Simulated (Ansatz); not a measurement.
# C6H16F2GeN2: what the fields show

The calculation's input:

```
crystal:
  periodic: [false, false, false]
  atoms:
    - {symbol: C, position_ang: [-1.418792, 3.176217, -0.029884]}
    - {symbol: C, position_ang: [-0.308587, 2.617491, 0.843496]}
    - {symbol: N, position_ang: [-0.221170, 1.168493, 0.793758]}
    - {symbol: C, position_ang: [-1.275870, 0.450187, 1.473530]}
    - {symbol: Ge, position_ang: [1.320735, 0.342672, 0.418443]}
    - {symbol: F, position_ang: [2.225780, 1.464955, -0.543533]}
    - {symbol: F, position_ang: [2.383812, 0.089615, 1.763014]}
    - {symbol: N, position_ang: [1.068920, -1.276978, -0.305757]}
    - {symbol: C, position_ang: [2.108614, -2.281887, -0.235403]}
    - {symbol: C, position_ang: [0.129734, -1.419561, -1.405247]}
    - {symbol: C, position_ang: [-0.790237, -2.618703, -1.254726]}
    - {symbol: H, position_ang: [-1.260198, 2.899064, -1.074361]}
    - {symbol: H, position_ang: [-2.401162, 2.809781, 0.275896]}
    - {symbol: H, position_ang: [-1.439722, 4.266637, 0.036783]}
    - {symbol: H, position_ang: [0.646107, 3.035588, 0.517881]}
    - {symbol: H, position_ang: [-0.457520, 2.941052, 1.884329]}
    - {symbol: H, position_ang: [-2.246935, 0.617889, 0.995492]}
    - {symbol: H, position_ang: [-1.080503, -0.623433, 1.447706]}
    - {symbol: H, position_ang: [-1.360345, 0.752716, 2.526354]}
    - {symbol: H, position_ang: [2.676896, -2.347823, -1.173683]}
    - {symbol: H, position_ang: [2.804445, -2.047981, 0.570261]}
    - {symbol: H, position_ang: [1.685979, -3.269618, -0.026558]}
    - {symbol: H, position_ang: [0.674343, -1.492695, -2.358973]}
    - {symbol: H, position_ang: [-0.475679, -0.509916, -1.462076]}
    - {symbol: H, position_ang: [-0.234358, -3.558285, -1.245763]}
    - {symbol: H, position_ang: [-1.363093, -2.554492, -0.326920]}
    - {symbol: H, position_ang: [-1.492792, -2.661386, -2.090358]}
basis:
  gaussian: {orbitals: def2-TZVPP}
hamiltonian: {xc: pbe0, dispersion: d4}
output: {orbitals: {seedname: orbitals}}
```

Launched as:

```sh
ansatz run in.yaml --threads 11 --pin off --events-out ev --progress --plain --max-ram 174080MiB --backend cuda --devices 0, --max-vram 75GiB
```

Geometry: PBE0-D4/def2-TZVP.

All numbers below come from RKS PBE0-D4/def2-TZVPP in Ansatz 0.2.0.

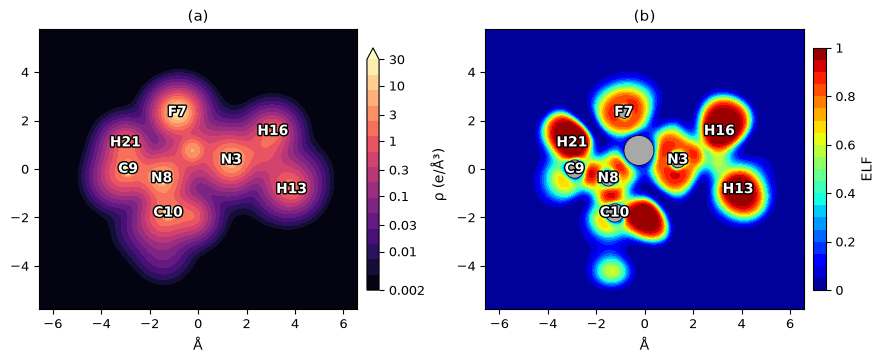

Figure 1. (a) total electron density; (b) ELF on the plane of atoms N8, C9 and H21. Grey discs cover the atomic cores in the ELF map.

Describe what can be read from this map.

Answer.
- Atoms in the plane: N, F, C and H.
- C–N (1.45 Å): the density is about 1.9 e/Å³ at the midpoint; the ELF peaks at about 0.90 between the atoms, as expected for a shared electron pair.
- C–H (1.09 Å): the density is about 2 e/Å³ at the midpoint; the ELF climbs to about 1 towards the hydrogen, as it does in any bond to H (a covalent bond by its length).
- The ELF also peaks beside N3 and F7, away from the bonds: lone-pair regions.

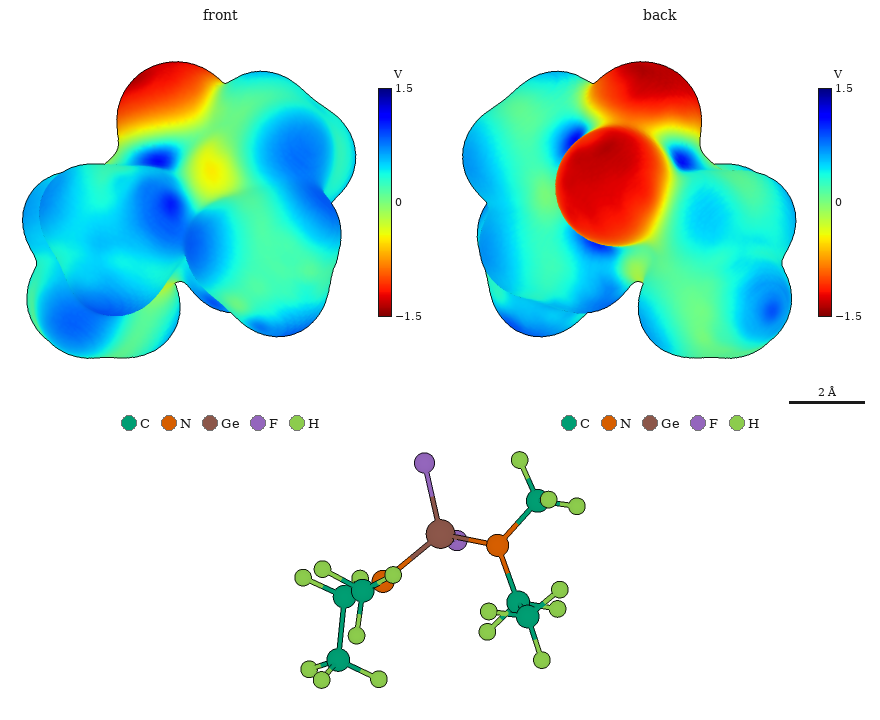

Figure 2. The molecular electrostatic potential painted on the density surface at 0.002 e/bohr³, seen from the front and from behind; the colour scale runs from red (negative) to blue (positive). The bare structure is drawn below in the same view.

Where is the surface potential most negative and most positive?

Answer. The most negative region (about −1.3 V) lies over F6 and F7, the most positive (about +1.0 V) over Ge5 and H18.

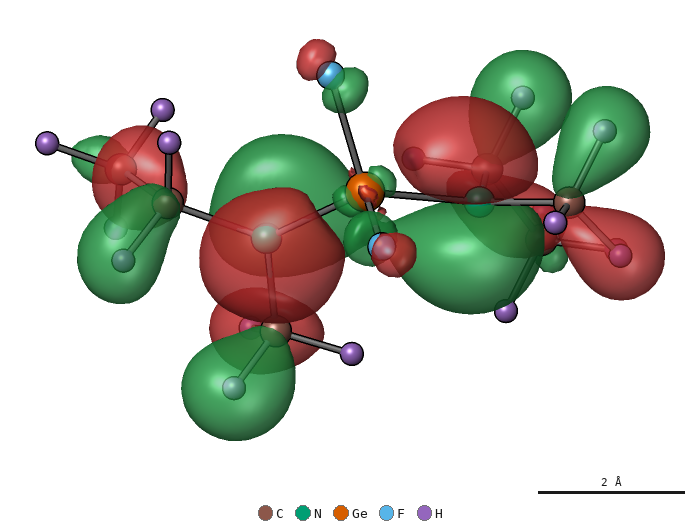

Figure 3. The HOMO at ±0.08 Å⁻³ᐟ² (green and red are the two phases), seen from one side.

Describe this orbital and give its energy.

Answer. By Hirshfeld shares it lies mainly on N3 (about 30 %), N8 (about 25 %) and Ge5 (about 10 %). Its energy is −6.73 eV.
